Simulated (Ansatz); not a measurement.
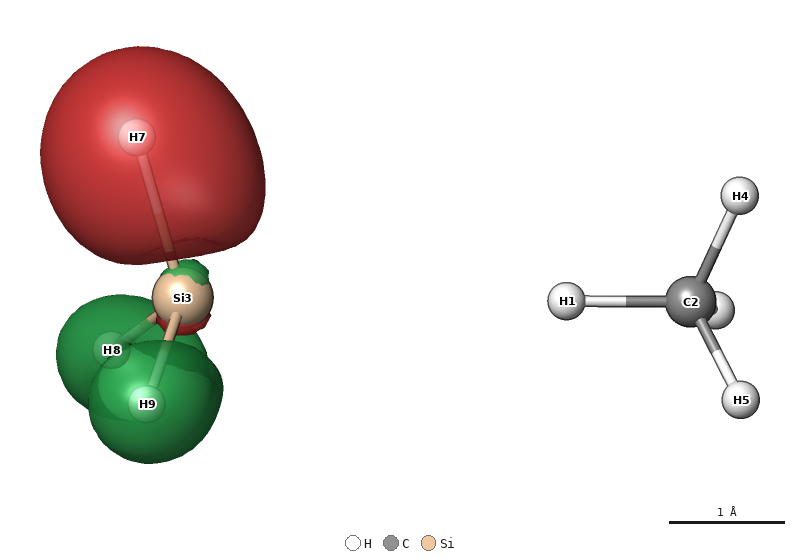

*CH4···H3Si (doublet). The HOMO (β) at ±0.2 Å⁻³ᐟ² (green and red are the two phases), seen across its widest extent.*

The reactant side of a reaction path; geometry: PBE0-D4/def2-TZVP.

Level of theory: Ansatz, UKS PBE0-D4/def2-TZVPP.

```xyz
9

H    -0.4408   -0.2061    0.9201
C    -0.8936   -0.4201    1.8887
Si    0.9740    0.4599   -2.0627
H    -1.0333    0.5109    2.4377
H    -1.8594   -0.9024    1.7395
H    -0.2405   -1.0823    2.4565
H     1.5096    1.8449   -2.0108
H     2.0617   -0.5318   -2.2651
H    -0.0777    0.3270   -3.1038
```

Where does this orbital lie, and at what energy?

Answer. Its weight (Hirshfeld) is mainly on Si3 (about 45 %), H7 (about 35 %), H8 (about 10 %) and H9 (about 10 %). It is one of a degenerate set, so its orientation is arbitrary. Its energy is −9.92 eV.
